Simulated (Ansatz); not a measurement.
# Tin, hcp under LDA: from relaxation to bulk modulus, part 2 of 2

The plan for tin in the hcp structure: relax it, solve it on a dense k-mesh, switch on spin-orbit coupling, then scale the cell to 7 volumes from 88 to 112 % of the relaxed one and try a fit of the equation of state. The k-meshes are 11×11×6 for the relaxation; 18×18×10 for the dense run; 11×11×6 for spin-orbit coupling; 12×12×7 for the volumes.

Ansatz 0.2.0; DFT, LDA (PW92), plane waves (420 eV) with PAW, scalar-relativistic.

### Step 8. Equation of state: 100 %

Input file input.yaml:

```yaml
crystal:
  lattice:
    - [3.2864412422, 0.0, 0.0]
    - [-1.6432206211, 2.8461416038, 0.0]
    - [0.0, 0.0, 5.4682625529]
  atoms:
    - { symbol: Sn, position: [0.3333333333, 0.6666666667, 0.25] }
    - { symbol: Sn, position: [0.6666666667, 0.3333333333, 0.75] }
hamiltonian:
  xc: lda
  pseudopotentials:
    kind: paw
    azcp:
      Sn: "pseudopotentials/Sn.paw.azcp"
basis:
  ecutwfc: 420
  fft_grid_basis: typed
kpoints:
  mp_grid: { grid: [12, 12, 7], shift: [0, 0, 0] }
magnetization:
  spin_polarized: false
scf:
  occupations: { method: fermi_dirac, width: 0.1 }
  lower_state_search: "off"
output:
  stress: true
  write_density: true
  write_potential: true
  elf: true
  volumetric_format: npy
```

What it wrote, shortened:

```text
Warning: <dir> the record states the generating functional pbe (its physics header spells it `PBE`), which answers neither for hamiltonian.xc's functional nor for the lda family's — results may be inconsistent (PPs are generated against a specific XC)
Warning: RAYON_NUM_THREADS=2 ignored (pool sized by the plan → 2); use --threads N
[...]
Pseudopotentials: kind: paw
Pseudopotential: Sn, paw, valence charge 14, recommended cutoff 420 eV (normal), <dir>
Functional definition: SPW92
[...]
Crystal: 2 atoms, lattice volume = 51.148 Å³
Basis set: ecut = 420 eV, 1003 PW (Γ)
Bands: 18, of which v1, the nominal top of the filled ones, is band 14 counted from 1 (13 counted from 0)
Symmetry: 24 space group operations
Space group: P63/mmc (ITA 194), of the structure as read, at distance tolerance 3.7e-5 Å
k-points: 76 of 1008
[...]
SCF iter   1: F=—  HF=-11758.996759 eV  |F-HF|=—  |Δ(HF+E_count)|=         —  Δρ=6.75e-3  dr2=1.09e-2  ethr=1.77e-3  ⟨swp⟩=5.5  Hψ=6632  notcnv=0
[...]
SCF iter   7: F=-11758.989899 eV  HF=-11758.989899 eV  |F-HF|=1.70e-8  |Δ(HF+E_count)|=   7.12e-7  Δρ=6.18e-6  dr2=1.67e-8  ethr=3.57e-10  ⟨swp⟩=7.3  Hψ=9074  notcnv=0
[...]
SCF converged after 7 iterations
Free energy (F): -11758.989899 eV
[...]
E sigma→0 (E₀):  -11758.967892 eV
Entropy (-TS):   -0.044015 eV (-22.007 meV/atom)
Fermi energy:    11.440845 eV
[...]
--- Stress (GPa, compression-positive) ---
        0.514634       0.000000       0.000000
        0.000000       0.514634      -0.000000
        0.000000      -0.000000      -1.046724
  P = ⅓ Tr σ = -0.0058 GPa (-0.058 kbar)
--- Band table (eV; the first three rows and the last of 76) ---
  k-point 0: bands = ["-10.0130", "-10.0101", "-9.9930", "-9.9930", "-9.9804", "-9.9804", "-9.9327", "-9.9327", "-9.8264", "-9.8264", "-0.1383", "4.3081", "6.5180", "17.7061", "17.7061", "19.3297", "19.5116", "19.5116"]
[...]
```

It took 2.8 s on 2 threads of Intel Xeon Platinum 8488C (Sapphire Rapids), shared host; peak memory 0.39 GiB.

### Step 9. Equation of state: 104 %

input.yaml, as its differences from that of step 8:

```diff
@@ -2,5 +2,5 @@
   lattice:
-    - [3.2864412422, 0.0, 0.0]
-    - [-1.6432206211, 2.8461416038, 0.0]
-    - [0.0, 0.0, 5.4682625529]
+    - [3.3296888496, 0.0, 0.0]
+    - [-1.6648444248, 2.8835951304, 0.0]
+    - [0.0, 0.0, 5.540221628]
   atoms:
@@ -26,5 +26 @@
   stress: true
-  write_density: true
-  write_potential: true
-  elf: true
-  volumetric_format: npy
```

What it wrote, shortened:

```text
Warning: <dir> the record states the generating functional pbe (its physics header spells it `PBE`), which answers neither for hamiltonian.xc's functional nor for the lda family's — results may be inconsistent (PPs are generated against a specific XC)
Warning: RAYON_NUM_THREADS=2 ignored (pool sized by the plan → 2); use --threads N
[...]
Pseudopotentials: kind: paw
Pseudopotential: Sn, paw, valence charge 14, recommended cutoff 420 eV (normal), <dir>
Functional definition: SPW92
[...]
Crystal: 2 atoms, lattice volume = 53.194 Å³
Basis set: ecut = 420 eV, 1051 PW (Γ)
Bands: 18, of which v1, the nominal top of the filled ones, is band 14 counted from 1 (13 counted from 0)
Symmetry: 24 space group operations
Space group: P63/mmc (ITA 194), of the structure as read, at distance tolerance 3.8e-5 Å
k-points: 76 of 1008
[...]
SCF iter   1: F=—  HF=-11758.983047 eV  |F-HF|=—  |Δ(HF+E_count)|=         —  Δρ=6.50e-3  dr2=1.06e-2  ethr=1.77e-3  ⟨swp⟩=5.5  Hψ=6640  notcnv=0
[...]
SCF iter   7: F=-11758.976131 eV  HF=-11758.976131 eV  |F-HF|=3.50e-8  |Δ(HF+E_count)|=   2.82e-7  Δρ=7.67e-6  dr2=4.21e-8  ethr=3.57e-10  ⟨swp⟩=3.5  Hψ=5489  notcnv=0
[...]
SCF converged after 7 iterations
Free energy (F): -11758.976131 eV
[...]
E sigma→0 (E₀):  -11758.952720 eV
Entropy (-TS):   -0.046823 eV (-23.412 meV/atom)
Fermi energy:    10.833100 eV
[...]
--- Stress (GPa, compression-positive) ---
       -1.662321       0.000000       0.000000
        0.000000      -1.662321       0.000000
        0.000000       0.000000      -2.886819
  P = ⅓ Tr σ = -2.0705 GPa (-20.705 kbar)
```

Wall time 1.8 s (2 threads of Intel Xeon Platinum 8488C (Sapphire Rapids), shared host); peak memory 0.39 GiB.

### Step 10. Equation of state: 108 %

input.yaml, as its differences from that of step 9:

```diff
@@ -2,5 +2,5 @@
   lattice:
-    - [3.3296888496, 0.0, 0.0]
-    - [-1.6648444248, 2.8835951304, 0.0]
-    - [0.0, 0.0, 5.540221628]
+    - [3.3718412846, 0.0, 0.0]
+    - [-1.6859206423, 2.92010021, 0.0]
+    - [0.0, 0.0, 5.6103584613]
   atoms:
```

What it wrote, shortened:

```text
Warning: <dir> the record states the generating functional pbe (its physics header spells it `PBE`), which answers neither for hamiltonian.xc's functional nor for the lda family's — results may be inconsistent (PPs are generated against a specific XC)
Warning: RAYON_NUM_THREADS=2 ignored (pool sized by the plan → 2); use --threads N
[...]
Pseudopotentials: kind: paw
Pseudopotential: Sn, paw, valence charge 14, recommended cutoff 420 eV (normal), <dir>
Functional definition: SPW92
[...]
Crystal: 2 atoms, lattice volume = 55.240 Å³
Basis set: ecut = 420 eV, 1099 PW (Γ)
Bands: 18, of which v1, the nominal top of the filled ones, is band 14 counted from 1 (13 counted from 0)
Symmetry: 24 space group operations
Space group: P63/mmc (ITA 194), of the structure as read, at distance tolerance 3.8e-5 Å
k-points: 76 of 1008
[...]
SCF iter   1: F=—  HF=-11758.945692 eV  |F-HF|=—  |Δ(HF+E_count)|=         —  Δρ=6.34e-3  dr2=1.05e-2  ethr=1.77e-3  ⟨swp⟩=5.4  Hψ=6659  notcnv=0
[...]
SCF iter   7: F=-11758.938854 eV  HF=-11758.938854 eV  |F-HF|=1.61e-8  |Δ(HF+E_count)|=   1.25e-7  Δρ=6.03e-6  dr2=3.54e-8  ethr=3.57e-10  ⟨swp⟩=4.8  Hψ=4989  notcnv=0
[...]
SCF converged after 7 iterations
Free energy (F): -11758.938854 eV
[...]
E sigma→0 (E₀):  -11758.914365 eV
Entropy (-TS):   -0.048978 eV (-24.489 meV/atom)
Fermi energy:    10.270508 eV
[...]
--- Stress (GPa, compression-positive) ---
       -3.389646       0.000000       0.000000
        0.000000      -3.389646       0.000000
        0.000000       0.000000      -4.336455
  P = ⅓ Tr σ = -3.7052 GPa (-37.052 kbar)
```

It took 1.9 s on 2 threads of Intel Xeon Platinum 8488C (Sapphire Rapids), shared host; peak memory 0.4 GiB.

### Step 11. Equation of state: 112 %

input.yaml, as its differences from that of step 10:

```diff
@@ -2,5 +2,5 @@
   lattice:
-    - [3.3718412846, 0.0, 0.0]
-    - [-1.6859206423, 2.92010021, 0.0]
-    - [0.0, 0.0, 5.6103584613]
+    - [3.4129653532, 0.0, 0.0]
+    - [-1.7064826766, 2.9557146981, 0.0]
+    - [0.0, 0.0, 5.6787842107]
   atoms:
@@ -26 +26,5 @@
   stress: true
+  write_density: true
+  write_potential: true
+  elf: true
+  volumetric_format: npy
```

What it wrote, shortened:

```text
Warning: <dir> the record states the generating functional pbe (its physics header spells it `PBE`), which answers neither for hamiltonian.xc's functional nor for the lda family's — results may be inconsistent (PPs are generated against a specific XC)
Warning: RAYON_NUM_THREADS=2 ignored (pool sized by the plan → 2); use --threads N
[...]
Pseudopotentials: kind: paw
Pseudopotential: Sn, paw, valence charge 14, recommended cutoff 420 eV (normal), <dir>
Functional definition: SPW92
[...]
Crystal: 2 atoms, lattice volume = 57.286 Å³
Basis set: ecut = 420 eV, 1123 PW (Γ)
Bands: 18, of which v1, the nominal top of the filled ones, is band 14 counted from 1 (13 counted from 0)
Symmetry: 24 space group operations
Space group: P63/mmc (ITA 194), of the structure as read, at distance tolerance 3.9e-5 Å
k-points: 76 of 1008
[...]
SCF iter   1: F=—  HF=-11758.889549 eV  |F-HF|=—  |Δ(HF+E_count)|=         —  Δρ=6.44e-3  dr2=1.12e-2  ethr=1.77e-3  ⟨swp⟩=5.5  Hψ=6659  notcnv=0
[...]
SCF iter   6: F=-11758.882934 eV  HF=-11758.882934 eV  |F-HF|=1.57e-8  |Δ(HF+E_count)|=   1.48e-6  Δρ=8.82e-6  dr2=4.84e-8  ethr=3.57e-10  ⟨swp⟩=8.6  Hψ=10329  notcnv=0
[...]
SCF converged after 6 iterations
Free energy (F): -11758.882934 eV
[...]
E sigma→0 (E₀):  -11758.857727 eV
Entropy (-TS):   -0.050416 eV (-25.208 meV/atom)
Fermi energy:    9.748376 eV
[...]
--- Stress (GPa, compression-positive) ---
       -4.769318       0.000000       0.000000
        0.000000      -4.769318       0.000000
        0.000000       0.000000      -5.473080
  P = ⅓ Tr σ = -5.0039 GPa (-50.039 kbar)
--- Band table (eV; the first three rows and the last of 76) ---
  k-point 0: bands = ["-11.6278", "-11.6200", "-11.6137", "-11.6137", "-11.6055", "-11.6055", "-11.5722", "-11.5722", "-11.4973", "-11.4973", "-0.9941", "2.8203", "5.4431", "15.3466", "15.3466", "16.7457", "16.9350", "16.9350"]
[...]
```

Run time: 3.1 s. Hardware: 2 threads of Intel Xeon Platinum 8488C (Sapphire Rapids), shared host; peak memory 0.38 GiB.

### Step 12. The equation of state

The cell was scaled evenly, with its shape and the fractional positions fixed.

```tsv
V (Å³/atom)	E − E₀ (meV/atom)	P from the stress (GPa)	P from the fit (GPa)
22.505	83.5	10.15	10.07
23.528	33.3	5.93	5.82
24.551	7.2	2.61	2.49
25.574	0.0	-0.01	-0.12
26.597	7.6	-2.07	-2.17
27.620	26.8	-3.71	-3.78
28.643	55.1	-5.00	-5.03
```

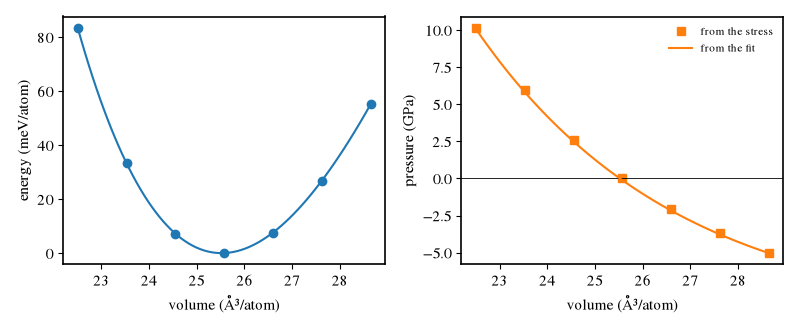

Energy and pressure against volume; the lines are the Birch-Murnaghan fit.

A third-order Birch-Murnaghan fit gives V₀ = 25.520 Å³/atom, B₀ = 58 GPa and B₀′ = 5.0; it misses no point by more than 0.02 meV/atom.

Fit and stress differ a little: one follows E(σ → 0), the other the smeared free energy.

### Step 13. Results

What follows sums up all 2 parts.

| quantity | value |
| --- | --- |
| space group (spins left aside) | P6_3/mmc (No. 194) |
| conventional cell | a = 3.286 Å, c = 5.468 Å (c/a = 1.664) |
| volume | 25.574 Å³/atom |
| shortest distance | 3.286 Å |
| gap on the mesh | none (levels filled in part) |
| relative to beta-Sn (white tin) | +40 meV/atom |
| V₀, B₀, B₀′ | 25.520 Å³/atom, 58 GPa, 5.0 |

In words: From the guessed start the volume shrank by 8.8 % in 5 steps. Against the reference form of tin (beta-Sn (white tin), computed apart with the same settings) it stands 40 meV/atom higher. Levels at the Fermi energy are filled in part, as in a metal. The total energy of the spin-orbit run lies -2.1 eV/atom from the scalar one, but the two kinds of run don't share a zero of energy: only differences within one kind count. The fitted modulus is 58 GPa; letting shape and positions relax at each volume could only lower it. Relaxation kept the symmetry; phonons were not checked.
